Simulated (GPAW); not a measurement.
# How Ti absorbs and reflects light

Aim: the dielectric function of Ti, and the optical constants that follow from it.

Method: DFT, LDA, plane-wave PAW (GPAW data sets), scalar-relativistic, RPA, optical limit, in GPAW 26.7.0.

**1. The starting structure**

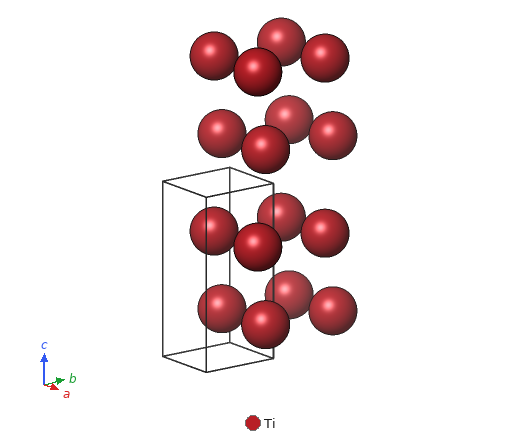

The starting structure, seen slightly off an axis (titanium red). 2×2×2 cells are drawn.

Structure file:

```xyz
2
Lattice="2.9500 0.0000 0.0000 -1.4750 2.5548 0.0000 0.0000 0.0000 4.6800" Properties=species:S:1:pos:R:3 pbc="T T T"
Ti    1.4750    0.8516    3.5100
Ti    0.0000    1.7032    1.1700
```

**2. Dielectric function, RPA**

Local fields let the induced charge screen the field inside the cell, which as a rule lowers ε, most along directions where the density is uneven.

df.py

```python
from gpaw.response.df import DielectricFunction

df = DielectricFunction('full.gpw', frequencies={'type': 'nonlinear', 'domega0': 0.03, 'omega2': 8},
                        ecut=50,
                        eta=0.15,
                        nbands=31,
                        rate=0.05,
                        txt='df.txt')
for direction in ['x', 'z']:
    df.get_dielectric_function(xc='RPA', direction=direction, filename=f'df_{direction}.csv')
```

Command:

```sh
> OMP_NUM_THREADS=1 python df.py
```

Numbers of over 12 decimals in the logs are rounded to 6 here.

The program printed:

```text
Using integrator: PointIntegrator
NonLinearFrequencyDescriptor(from 0.000 to 83.625 eV, 524 points)
Nonperiodic BCs:  [False False False]
Using integrator: PointIntegrator
NonLinearFrequencyDescriptor(from 0.000 to 83.625 eV, 524 points)
Nonperiodic BCs:  [False False False]
Using integrator: PointIntegrator

Calculating chi0 body with:
    Ground state adapter containing:
    Number of spins: 1
    Number of kpoints: 1800
    Number of irreducible kpoints: 192
    Number of completely occupied states: 10
    Number of partially occupied states: 16

    Linear response parametrization:
    q_c: [0.0, 0.0, 0.0]
    Number of frequency points: 524
    Planewave cutoff: 50.0
    Number of bands: 31
    Number of planewaves: 23
    Broadening (eta): 0.15

Integrating chi0 body.

Symmetries of q_c:
    Direct symmetries (Uq -> q): 12
    Indirect symmetries (TUq -> q): 0
In total 12 allowed symmetries.

192 groups of equivalent kpoints. 89.333333% reduction.

Integral kind: spectral function

Calculating chi0 optical extensions with:
    Ground state adapter containing:
    Number of spins: 1
    Number of kpoints: 1800
    Number of irreducible kpoints: 192
    Number of completely occupied states: 10
    Number of partially occupied states: 16

    Linear response parametrization:
    Number of frequency points: 524
    Planewave cutoff: 50.0
    Number of bands: 31
    Number of planewaves: 23
    Broadening (eta): 0.15
Integrating chi0 head and wings.

Symmetries of q_c:
    Direct symmetries (Uq -> q): 12
    Indirect symmetries (TUq -> q): 0
In total 12 allowed symmetries.

192 groups of equivalent kpoints. 89.333333% reduction.

Integral kind: spectral function wings

Calculating drude chi0 with:
    Number of frequency points:524
    Plasma frequency decay rate: 0.05 eV

    Ground state adapter containing:
    Number of spins: 1
    Number of kpoints: 1800
    Number of irreducible kpoints: 192
    Number of completely occupied states: 10
    Number of partially occupied states: 16

Symmetries of q_c:
    Direct symmetries (Uq -> q): 12
    Indirect symmetries (TUq -> q): 0
In total 12 allowed symmetries.

192 groups of equivalent kpoints. 89.333333% reduction.

Integral kind: intraband
Plasma frequency:
[[3.67-0.j 0.  +0.j 0.  +0.j]
 [0.  +0.j 3.67-0.j 0.  +0.j]
 [0.  +0.j 0.  +0.j 3.71+0.j]]
```

The job ended after 24 s (1 thread of Arm Neoverse V1, shared host; peak memory 0.21 GiB).

Sum at mesh points, not converged in k. The Im ε by photon energy; read off at these points:

```csv
photon energy (eV),E ∥ x,E ∥ z
1.0,37.3,44.6
2.0,26.3,21.2
3.0,15.7,16.7
4.0,12.9,12.3
5.0,3.76,4.12
6.0,3.43,4.40
6.5,5.68,4.61
7.0,3.14,2.53
8.0,1.24,1.24
9.0,1.82,2.15
10.0,2.75,1.83
11.0,1.87,2.05
12.0,1.31,1.15
13.0,0.957,0.607
```

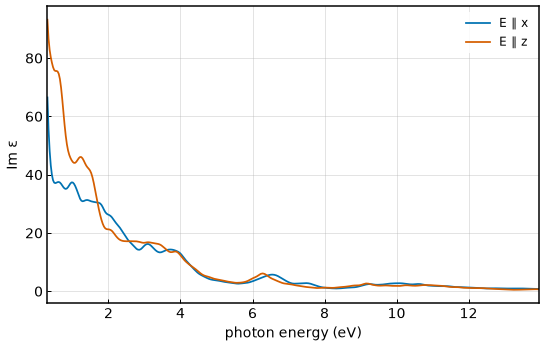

Im ε against photon energy.

Values under 1 per cm are given as 1; sum at mesh points, not converged in k. Table of absorption coefficient by photon energy:

```csv
photon energy (eV),E ∥ x (1/cm),E ∥ z (1/cm)
1.01,3.9e5,4.6e5
1.99,7.4e5,7.5e5
3.02,9.0e5,9.6e5
3.98,1.3e6,1.4e6
4.98,1.2e6,1.3e6
6.02,8.6e5,1.0e6
6.99,1.4e6,1.4e6
8.03,1.2e6,1.0e6
9.02,7.9e5,9.8e5
10.03,1.3e6,1.1e6
11.03,1.4e6,1.4e6
12.02,1.4e6,1.3e6
13.00,1.2e6,1.2e6
```

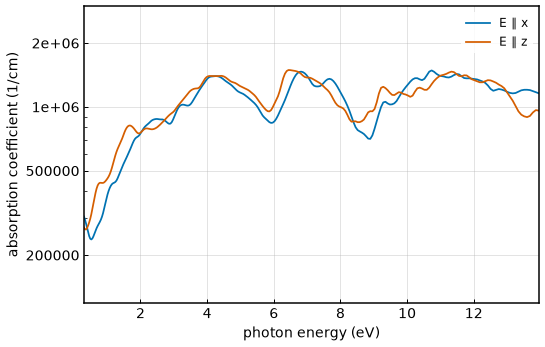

Absorption coefficient, plotted against photon energy.

The loss function −Im 1/ε at q → 0 has structure finer than the step of the table below, so its rows give means over 0.5 eV, whole bins alone (the curve runs from 0.305 to 14.0 eV). Peaks (eV: height): E ∥ x 5.87: 0.306, 8.58: 0.784; E ∥ z 8.33: 0.634, 13.60: 1.47.

Sum at mesh points, not converged in k. The loss function −Im 1/ε at q → 0 by energy loss; means over each step:

```csv
energy loss (eV),E ∥ x,E ∥ z
1.0,0.0264,0.0210
1.5,0.0312,0.0246
2.0,0.0377,0.0424
2.5,0.0514,0.0559
3.0,0.0638,0.0576
3.5,0.0674,0.0576
4.0,0.0594,0.0572
4.5,0.0657,0.0629
5.0,0.105,0.0896
5.5,0.197,0.159
6.0,0.273,0.209
6.5,0.170,0.125
7.0,0.164,0.140
7.5,0.211,0.182
8.0,0.261,0.393
8.5,0.691,0.605
9.0,0.551,0.445
9.5,0.427,0.423
10.0,0.362,0.481
10.5,0.366,0.463
11.0,0.405,0.411
11.5,0.449,0.428
12.0,0.522,0.518
12.5,0.675,0.575
13.0,0.805,0.781
13.5,0.849,1.38
```

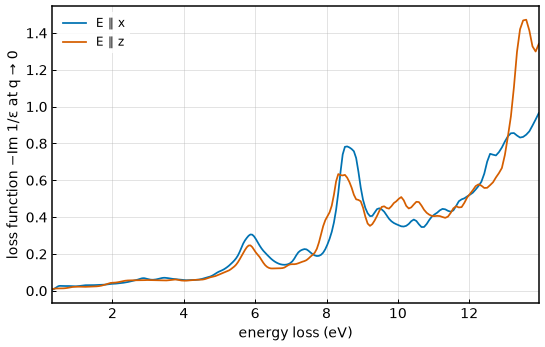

Loss function −Im 1/ε at q → 0 against energy loss.

Sum at mesh points, not converged in k. Im ε, E ∥ x against photon energy; read off at these points:

```csv
photon energy (eV),without local fields,with local fields
1.0,37.3,37.3
2.0,26.0,26.3
3.0,15.8,15.7
4.0,12.8,12.9
5.0,3.77,3.76
6.0,3.46,3.43
6.5,5.70,5.68
7.0,3.14,3.14
8.0,1.18,1.24
9.0,1.88,1.82
10.0,2.69,2.75
11.0,1.80,1.87
12.0,1.25,1.31
13.0,0.920,0.957
```

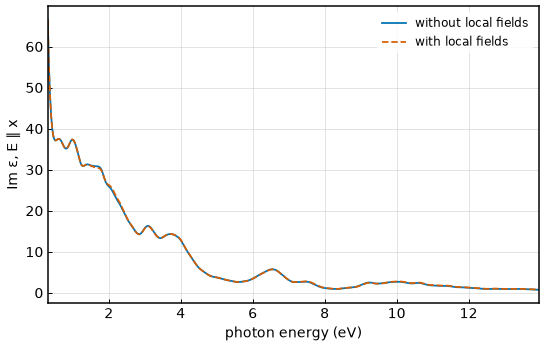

Im ε, E ∥ x against photon energy.

The reflectivity at normal incidence has structure finer than the step of the table below, so its rows give means over 1 eV, whole bins alone (the curve runs from 0.305 to 14.0 eV). Peaks (eV: height): E ∥ x 4.5: 67.6, 7.0: 55.4, 7.9: 59.5, 12.3: 38.8; E ∥ z 4.6: 68.3, 7.4: 62.8, 9.3: 33.2, 13.0: 47.3.

Sum at mesh points, not converged in k. Table of reflectivity at normal incidence by photon energy; means over each step:

```csv
photon energy (eV),E ∥ x (%),E ∥ z (%)
1,59.4,67.3
2,58.8,61.8
3,53.8,55.1
4,60.4,62.6
5,62.0,64.2
6,35.9,44.2
7,49.5,60.5
8,51.4,46.9
9,19.5,25.9
10,26.0,28.6
11,34.9,33.0
12,37.9,40.4
13,31.8,42.8
```

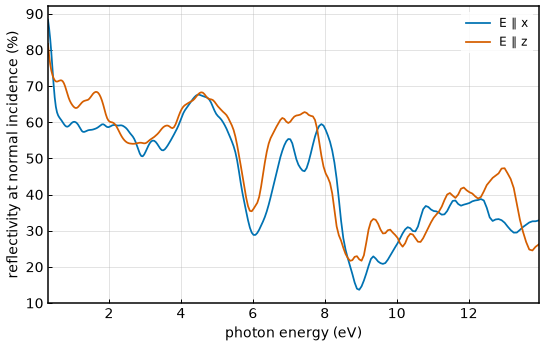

Reflectivity at normal incidence against photon energy.

At chosen wavelengths:

```csv
wavelength (nm),n x,k x,R (%) x,1/α x,n z,k z,R (%) z,1/α z
1550,4.90,3.593,58.9,34 nm,5.07,5.414,69.3,23 nm
800,4.29,3.584,58.0,18 nm,3.97,4.957,67.8,13 nm
450,2.41,3.068,54.2,12 nm,2.73,3.147,54.2,11 nm
365,2.27,2.950,53.2,9.8 nm,2.44,3.318,57.3,8.8 nm
308,1.88,3.352,61.5,7.3 nm,1.75,3.419,63.7,7.2 nm
248,0.82,2.305,62.1,8.6 nm,0.83,2.471,64.8,8.0 nm
193,1.51,1.799,36.6,8.5 nm,1.15,2.286,53.4,6.7 nm
```

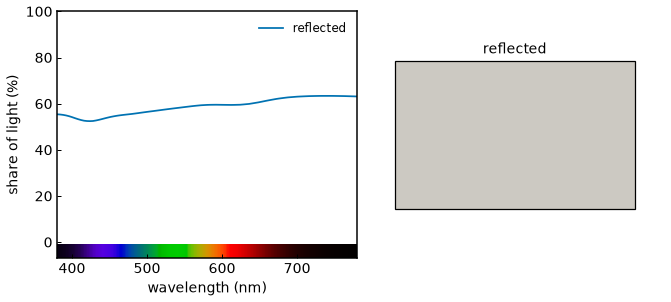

Light reflected across the visible range, with the colour that it makes of daylight (sRGB).

In reflection the computed colour is light grey: x = 0.321, y = 0.338, luminous reflectivity 58 %.

**3. Results**

What this shows: At this level (LDA, RPA) Ti is a metal. The mesh is too coarse to trust the carriers' weight, the reflectivity or the colour to better than tens of per cent. In reflection the computed colour is light grey: x = 0.321, y = 0.338, luminous reflectivity 58 %. The carriers' damping of 0.05 eV is typed, not computed; it shapes the response at the lowest energies. In this version of GPAW the matrix elements of the optical limit are incomplete, which can lower ε − 1 by up to a tenth where first-row anions or d states rule, and shift it by more in d metals. GPAW's carrier term has the form −ωp²/(ω + i·rate)², which damps like twice the rate and fails at low energy, so the curves leave the lowest energies out. The sum runs over mesh points 0.17 Å⁻¹ apart with no interpolation, so peaks are partly noise of the mesh, and the Drude plasma energy, a sum over the Fermi surface, isn't converged.

[Machine, clock and banner lines and Python warnings are left out of the logs.]

[Logs are printed without paths, hosts, clocks, repeated set-up lines and the standing remarks that a program may print on its own settings, such as how far it seeks lower states.]

[Hosts, paths, dates, database ids (printed as entryN), source tags and the programs' standing remarks are cut or masked in the printed files.]
